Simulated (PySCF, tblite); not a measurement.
# H₆NO₂Si₂ radical, a small gas-phase stand-in for a defect centre (nitride N site): EPR parameters

Aim: the EPR parameters of `[O]ON([SiH3])[SiH3]`. It is drawn as: peroxy radical.

Programs: tblite 0.8.0 and PySCF 2.14.0. All values are calculated, for the isolated system unless a continuum is named. Atoms count from 0, parts from 1.

### 1 Starting point

11 atoms, charge 0, multiplicity 2; geometry: distance geometry start.

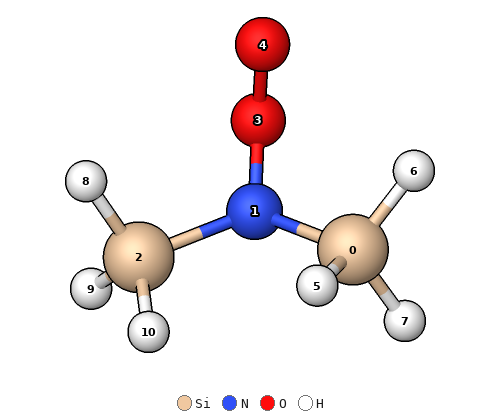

The starting geometry (silicon light orange, nitrogen blue, oxygen red, hydrogen white), atoms numbered.

### 2 Geometry optimisation with GFN2-xTB

The job: settings as JSON, then the geometry in Å.

```
{"job": {"kind": "relax", "xc": "GFN2-xTB", "basis": "xTB"}, "charge": 0, "multiplicity": 2}
Si     1.526761    -1.555397    -0.634007
N      0.304461    -0.434122     0.146318
Si    -1.432673    -0.963679     0.024859
O      0.690867     0.150922     1.313986
O      1.062513    -0.457821     2.401252
H      0.942187    -2.832125    -0.849594
H      2.665354    -1.677039     0.221881
H      1.938509    -0.989672    -1.871104
H     -1.837647    -1.459359     1.321160
H     -2.234167     0.130222    -0.340550
H     -1.555970    -2.030179    -0.918782
```

Method: GFN2-xTB geometry optimisation, gas phase.

Run with:

```bash
$ OMP_NUM_THREADS=1 python cluster_run.py task.json out
```

One launch serves the whole session: the jobs run in the order shown.

What it wrote:

```text
step      E/eV     max force
  0    -473.88169    2.200
  1    -474.06724    1.206
  2    -474.16003    0.812
  3    -474.20357    0.726
  4    -474.24831    0.731
  5    -474.27931    0.742
  6    -474.32872    1.015
  7    -474.36993    0.744
  8    -474.39710    0.469
  9    -474.41217    0.354
 10    -474.42373    0.447
 11    -474.44045    0.597
 12    -474.46411    0.586
 13    -474.48717    0.425
 14    -474.50403    0.322
 15    -474.51464    0.405
 16    -474.51930    0.720
 17    -474.52992    0.292
 18    -474.54414    0.297
 19    -474.56543    0.378
 20    -474.58466    0.631
 21    -474.59746    0.480
 22    -474.60924    0.309
 23    -474.61294    0.208
 24    -474.61906    0.269
 25    -474.63074    0.421
 26    -474.64102    0.388
 27    -474.65234    0.393
 28    -474.65750    0.195
 29    -474.66080    0.487
 30    -474.66674    0.216
 31    -474.67600    0.157
 32    -474.68988    0.236
 33    -474.69712    0.930
 34    -474.70740    0.217
 35    -474.71292    0.204
 36    -474.72094    0.482
 37    -474.72672    0.246
 38    -474.73616    0.316
 39    -474.74943    0.329
 40    -474.76115    0.299
 41    -474.77514    0.336
 42    -474.78851    0.442
 43    -474.79507    0.339
 44    -474.80565    0.221
 45    -474.81199    0.267
 46    -474.82042    0.246
 47    -474.82837    0.269
 48    -474.83706    0.393
 49    -474.84480    0.609
 50    -474.85152    0.486
 51    -474.85826    0.472
 52    -474.86570    0.269
 53    -474.87178    0.205
 54    -474.88081    0.265
 55    -474.89245    0.414
 56    -474.90726    0.498
 57    -474.92483    0.547
 58    -474.94128    0.401
 59    -474.94953    0.202
 60    -474.95351    0.219
 61    -474.95621    0.184
 62    -474.95981    0.155
 63    -474.96472    0.177
 64    -474.96926    0.286
 65    -474.97233    0.162
 66    -474.97405    0.098
 67    -474.97472    0.071
 68    -474.97518    0.073
 69    -474.97601    0.071
 70    -474.97657    0.058
 71    -474.97686    0.068
 72    -474.97707    0.066
 73    -474.97737    0.064
 74    -474.97778    0.068
 75    -474.97820    0.053
 76    -474.97844    0.031
 77    -474.97853    0.018
 78    -474.97856    0.020
 79    -474.97860    0.018
 80    -474.97865    0.022
 81    -474.97870    0.025
 82    -474.97873    0.018
 83    -474.97875    0.007
```

It took 1.2 s on 1 thread of Arm Neoverse V2, shared host.

Relaxation path:

| step | energy from step 0 (eV) | largest force (eV/Å) |
| --- | --- | --- |
| 0 | 0.0000 | 2.2006 |
| 3 | -0.3219 | 0.7260 |
| 6 | -0.4470 | 1.0150 |
| 9 | -0.5305 | 0.3540 |
| 12 | -0.5824 | 0.5859 |
| 15 | -0.6329 | 0.4049 |
| 18 | -0.6625 | 0.2969 |
| 21 | -0.7158 | 0.4795 |
| 24 | -0.7374 | 0.2685 |
| 27 | -0.7706 | 0.3931 |
| 30 | -0.7851 | 0.2154 |
| 33 | -0.8154 | 0.9300 |
| 36 | -0.8392 | 0.4812 |
| 39 | -0.8677 | 0.3295 |
| 42 | -0.9068 | 0.4418 |
| 45 | -0.9303 | 0.2671 |
| 48 | -0.9554 | 0.3929 |
| 51 | -0.9766 | 0.4724 |
| 54 | -0.9991 | 0.2649 |
| 57 | -1.0431 | 0.5472 |
| 60 | -1.0718 | 0.2186 |
| 63 | -1.0830 | 0.1770 |
| 66 | -1.0924 | 0.0978 |
| 69 | -1.0943 | 0.0709 |
| 72 | -1.0954 | 0.0655 |
| 75 | -1.0965 | 0.0535 |
| 78 | -1.0969 | 0.0197 |
| 81 | -1.0970 | 0.0244 |
| 83 | -1.0971 | 0.0073 |

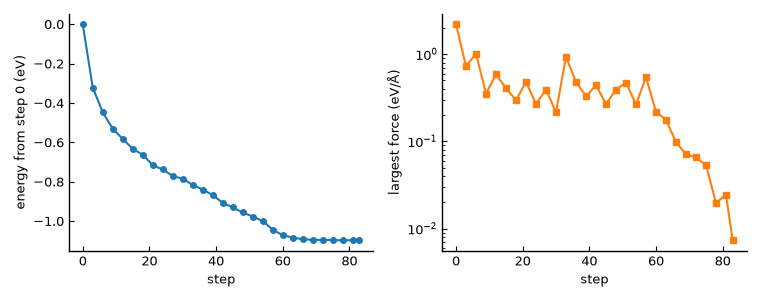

Energy and force, step by step.

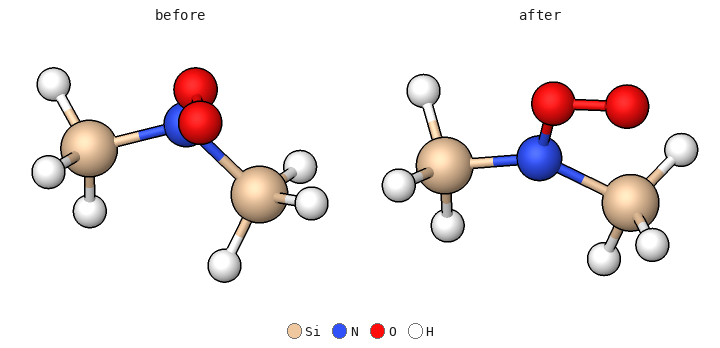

Before and after, at one scale.

Distances of close pairs at the start and the end, largest changes first:

| bond | before (Å) | after (Å) | change (Å) |
| --- | --- | --- | --- |
| N1–Si2 | 1.820 | 1.749 | -0.071 |
| Si2–H9 | 1.404 | 1.462 | +0.057 |
| Si0–H5 | 1.421 | 1.476 | +0.055 |
| Si0–N1 | 1.833 | 1.798 | -0.035 |
| Si0–H7 | 1.421 | 1.454 | +0.033 |
| Si2–H10 | 1.429 | 1.455 | +0.026 |
| Si0–H6 | 1.430 | 1.454 | +0.024 |
| O3–O4 | 1.300 | 1.324 | +0.024 |

### 3 Relaxing the molecule at PBE0-D3(BJ)/def2-SVP

The job: settings as JSON, then the geometry in Å.

```
{"job": {"xc": "PBE0", "basis": "def2-SVP", "d3": "d3bj", "grid": 2, "kind": "geom", "shake": 0.01}, "charge": 0, "multiplicity": 2}
Si     1.482884    -0.454598    -0.425898
N     -0.090420     0.224093     0.204420
Si    -1.830008    -0.004591     0.025889
O      0.331554     1.175033     1.082517
O      1.619113     1.197665     1.084404
H      0.846371    -1.411135    -1.343423
H      2.153478    -1.172996     0.618008
H      2.130673     0.582824    -1.256557
H     -2.312835    -0.434097     1.356344
H     -2.374105     1.288546    -0.340408
H     -1.924016    -1.019243    -0.994997
```

What it wrote:

```text
step   0  E = -786.81807755  max force = 0.026881
step   1  E = -786.82866686  max force = 0.004781
step   2  E = -786.82899411  max force = 0.003991
step   3  E = -786.82909757  max force = 0.002106
step   4  E = -786.82912347  max force = 0.001222
step   5  E = -786.82912976  max force = 0.000316
optimisation converged
```

Run time: 60 s. Hardware: 1 thread of Arm Neoverse V2, shared host; peak memory 0.56 GiB.

Along the way:

| step | energy from step 0 (eV) | largest force component (eV/Å) |
| --- | --- | --- |
| 0 | 0.0000 | 1.3823 |
| 1 | -0.2881 | 0.2458 |
| 2 | -0.2971 | 0.2052 |
| 3 | -0.2999 | 0.1083 |
| 4 | -0.3006 | 0.0628 |
| 5 | -0.3007 | 0.0162 |

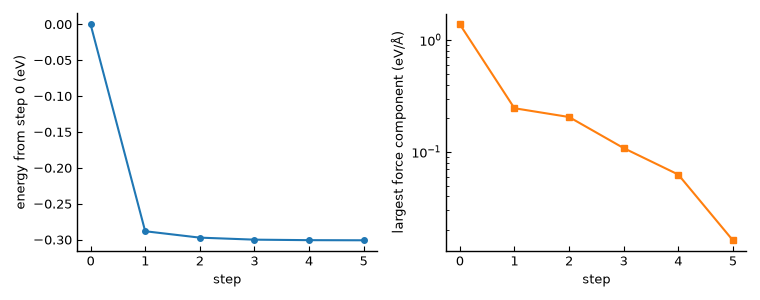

Energy and force, step by step.

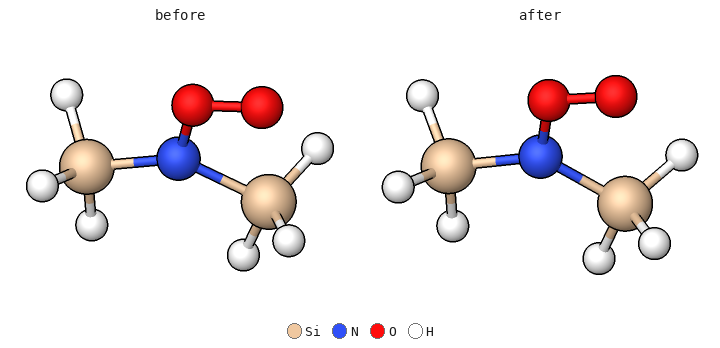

The geometry before (left) and after (right).

Close pairs (by a distance rule), those that changed most:

| bond | before (Å) | after (Å) | change (Å) |
| --- | --- | --- | --- |
| Si0–H6 | 1.434 | 1.488 | +0.054 |
| Si2–H10 | 1.442 | 1.486 | +0.044 |
| Si2–H9 | 1.450 | 1.491 | +0.041 |
| Si0–N1 | 1.826 | 1.785 | -0.040 |
| N1–O3 | 1.361 | 1.400 | +0.038 |
| Si0–H5 | 1.470 | 1.493 | +0.022 |
| Si2–H8 | 1.479 | 1.491 | +0.012 |
| Si0–H7 | 1.478 | 1.488 | +0.009 |

The end geometry stands in the next job.

| at the end point | value |
| --- | --- |
| rotational constants (GHz, main isotopes) | 4.401, 2.342, 1.587 |
| dipole moment (D) | 2.24 |
| ⟨S²⟩ | 0.753 |

### 4 g tensor and hyperfine couplings: B3LYP/IGLO-III+pcH-1

The job: settings as JSON, then the geometry in Å.

```
{"job": {"kind": "epr"}, "charge": 0, "multiplicity": 2}
Si     1.420528    -0.489943    -0.490092
N     -0.028783     0.260682     0.233583
Si    -1.772334     0.006747     0.054427
O      0.293171     1.255443     1.164240
O      1.560699     1.386880     1.268295
H      0.773473    -1.477153    -1.404026
H      2.255171    -1.215046     0.505485
H      2.227184     0.469432    -1.291401
H     -2.374376    -0.459992     1.336328
H     -2.437733     1.271667    -0.369079
H     -1.884392    -1.037384    -0.997628
```

Method: UKS B3LYP, IGLO-III on N O Si, pcH-1 on H, non-relativistic, mean-field spin-orbit, GIAO.

What it wrote:

```text
UKS, coarse grid
  cycle   1  E = -787.68171688  |g| = 5.17e-01
  cycle   2  E = -786.98069761  |g| = 1.40e+00
  cycle   3  E = -787.78780631  |g| = 1.08e-01
  cycle   4  E = -787.79023055  |g| = 8.46e-02
  cycle   5  E = -787.79278763  |g| = 3.33e-02
  cycle   6  E = -787.79319500  |g| = 1.73e-02
  cycle   7  E = -787.79334659  |g| = 8.54e-03
  cycle   8  E = -787.79337300  |g| = 2.43e-03
  cycle   9  E = -787.79337684  |g| = 5.59e-04
UKS, final grid
  cycle   1  E = -787.79341836  |g| = 6.67e-04
  cycle   2  E = -787.79341780  |g| = 1.52e-03
  cycle   3  E = -787.79341854  |g| = 1.81e-04
  cycle   4  E = -787.79341855  |g| = 1.08e-04
  cycle   5  E = -787.79341856  |g| = 5.89e-05
  cycle   6  E = -787.79341856  |g| = 1.29e-05
E = -787.79341856 Eh   <S^2> = 0.7542 (exact 0.7500)
g shifts (ppm)      1          2          3
  rmc          -348       -348       -348
  gc            -10         68         66
  oz_so         -57       5496      14384
  total        -415       5216      14102
hyperfine (MHz)  atom isotope    a_iso     a_fc   dipolar eigenvalues
    0  29Si      10.51      10.53     -1.33      0.10      1.24
    1   14N       0.81       0.71     -6.20     -5.87     12.07
    2  29Si       5.13       5.14     -0.32     -0.06      0.37
    3   17O     -46.03     -45.80   -149.16     72.34     76.83
    4   17O     -39.92     -39.01   -170.96     83.22     87.74
    5    1H      -2.37      -2.37     -1.63     -1.42      3.05
    6    1H      24.69      24.70     -2.70     -2.05      4.74
    7    1H      24.74      24.74     -2.69     -2.05      4.74
    8    1H       5.45       5.44     -1.69     -1.61      3.30
    9    1H       4.94       4.93     -1.75     -1.64      3.38
   10    1H      -2.40      -2.40     -1.53     -1.28      2.81
```

Wall time 56 s (1 thread of Arm Neoverse V2, shared host); peak memory 0.95 GiB.

Principal g values 2.00190, 2.00754, 2.01642; g(iso) = 2.00862, against 2.00232 for a free electron.

Hyperfine couplings, nucleus by nucleus at this fixed geometry (no averaging over rotations):

| nuclei | isotope | a(iso) (MHz) | a(iso) (G, at g = 2.0023) | largest dipolar term (MHz) |
| --- | --- | --- | --- | --- |
| O3 | 17O | -46.0 | -16.4 | -149.2 |
| O4 | 17O | -39.9 | -14.2 | -171.0 |
| H7 | 1H | 24.7 | 8.8 | 4.7 |
| H6 | 1H | 24.7 | 8.8 | 4.7 |
| Si0 | 29Si | 10.5 | 3.7 | -1.3 |
| H8 | 1H | 5.4 | 1.9 | 3.3 |
| Si2 | 29Si | 5.1 | 1.8 | 0.4 |
| H9 | 1H | 4.9 | 1.8 | 3.4 |
| H10 | 1H | -2.4 | -0.9 | 2.8 |
| H5 | 1H | -2.4 | -0.8 | 3.1 |
| N1 | 14N | 0.8 | 0.3 | 12.1 |

Mulliken spin populations:

| atom | value (e) |
| --- | --- |
| Si0 | -0.01 |
| N1 | 0.11 |
| Si2 | 0.00 |
| O3 | 0.36 |
| O4 | 0.52 |
| H5 | 0.00 |
| H6 | 0.01 |
| H7 | 0.01 |
| H8 | 0.00 |
| H9 | 0.00 |
| H10 | 0.00 |

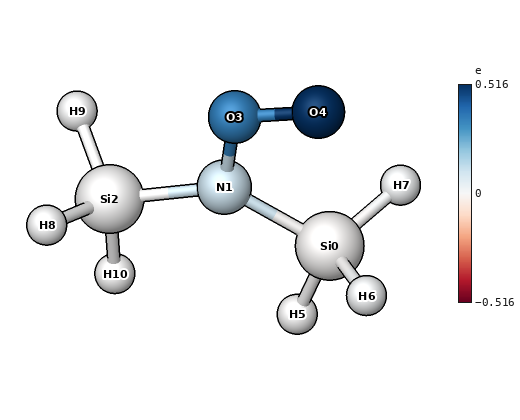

Mulliken spin populations, as colours on the atoms.

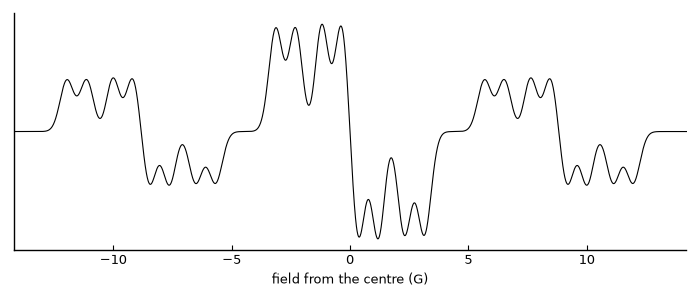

First-order isotropic spectrum (first derivative, main isotopes with spin only, couplings over 0.8 MHz, Gaussian width 0.3 G; couplings of the frozen geometry, rotation of groups not averaged beyond the rows shown).

### 5 g tensor and hyperfine couplings: BHandHLYP/IGLO-III+pcH-1

Settings changed since step 4:

```diff
@@ -1,2 +1,2 @@
-{"job": {"kind": "epr"}, "charge": 0, "multiplicity": 2}
+{"job": {"kind": "epr", "xc": "BHandHLYP"}, "charge": 0, "multiplicity": 2}
 Si     1.420528    -0.489943    -0.490092
```

Level: UKS BHandHLYP, IGLO-III on N O Si, pcH-1 on H, non-relativistic, mean-field spin-orbit, GIAO.

What it wrote:

```text
UKS, coarse grid
  cycle   1  E = -787.49240835  |g| = 5.07e-01
  cycle   2  E = -787.28145482  |g| = 9.36e-01
  cycle   3  E = -787.61503576  |g| = 6.64e-02
  cycle   4  E = -787.61967401  |g| = 4.83e-02
  cycle   5  E = -787.62194336  |g| = 2.79e-02
  cycle   6  E = -787.62295149  |g| = 1.88e-02
  cycle   7  E = -787.62351982  |g| = 1.07e-02
  cycle   8  E = -787.62369300  |g| = 6.22e-03
  cycle   9  E = -787.62374993  |g| = 2.94e-03
  cycle  10  E = -787.62376678  |g| = 1.20e-03
  cycle  11  E = -787.62376905  |g| = 6.21e-04
UKS, final grid
  cycle   1  E = -787.62379737  |g| = 8.22e-04
  cycle   2  E = -787.62379703  |g| = 1.36e-03
  cycle   3  E = -787.62379769  |g| = 1.14e-04
  cycle   4  E = -787.62379770  |g| = 9.13e-05
  cycle   5  E = -787.62379771  |g| = 3.16e-05
  cycle   6  E = -787.62379771  |g| = 1.30e-05
E = -787.62379771 Eh   <S^2> = 0.7591 (exact 0.7500)
g shifts (ppm)      1          2          3
  rmc          -371       -371       -371
  gc            -14         69         68
  oz_so         -68       6466      17474
  total        -453       6164      17171
hyperfine (MHz)  atom isotope    a_iso     a_fc   dipolar eigenvalues
    0  29Si       9.10       9.12     -1.63      0.26      1.37
    1   14N       0.49       0.39     -4.17     -3.63      7.80
    2  29Si       3.86       3.87     -0.47      0.01      0.46
    3   17O     -74.61     -74.21   -148.91     70.87     78.04
    4   17O     -73.66     -72.35   -200.40     96.62    103.77
    5    1H      -2.41      -2.41     -1.47     -1.30      2.77
    6    1H      17.11      17.11     -2.79     -2.40      5.19
    7    1H      17.14      17.14     -2.79     -2.40      5.19
    8    1H       1.87       1.86     -1.61     -1.54      3.14
    9    1H       1.71       1.70     -1.65     -1.58      3.23
   10    1H      -2.58      -2.58     -1.30     -1.11      2.42
```

It took 66 s on 1 thread of Arm Neoverse V2, shared host; peak memory 0.87 GiB.

In short: g(iso) 2.00995.

### 6 Run by run: EPR parameters

g, ⟨S²⟩ and isotropic hyperfine couplings (MHz), with basis size and wall time:

| run | g(iso) | ⟨S²⟩ | 17O O3 | 17O O4 | 1H H7 | 1H H6 | 29Si Si0 | functions | time |
| --- | --- | --- | --- | --- | --- | --- | --- | --- | --- |
| B3LYP/IGLO-III+pcH-1 | 2.00862 | 0.754 | -46.0 | -39.9 | 24.7 | 24.7 | 10.5 | 253 | 56 s |
| BHandHLYP/IGLO-III+pcH-1 | 2.00995 | 0.759 | -74.6 | -73.7 | 17.1 | 17.1 | 9.1 | 253 | 66 s |

### 7 Results

```
                            quantity                 value
rotational constants (main isotopes)  4.40, 2.34, 1.59 GHz
                      g(iso) (B3LYP)               2.00862
                                ⟨S²⟩    0.754 (exact 0.75)
                      largest a(iso)  17O on O3, -46.0 MHz
```

The start of the PBE0/def2-SVP relaxation was shaken at random by about 0.01 Å, so part of the energy gained, and of the first lengths quoted, undoes that. Relaxing lowered the energy by 0.301 eV in 5 steps; the close pair that moved most is Si0–H6, from 1.434 to 1.488 Å (PBE0/def2-SVP). No frequency check was run at this level, so the end point may be a saddle. The largest share of the spin, 0.52 e, sits on O4. The isotropic g lies 6.3 ppt above the free-electron value. The coupling of 17O on O3 runs from -74.6 (BHandHLYP/IGLO-III+pcH-1) to -46.0 MHz (B3LYP/IGLO-III+pcH-1). A capped cluster stands for the solid here, so long-range fields and strain are missing, and bands or shifts of the capping hydrogens have no counterpart in it.
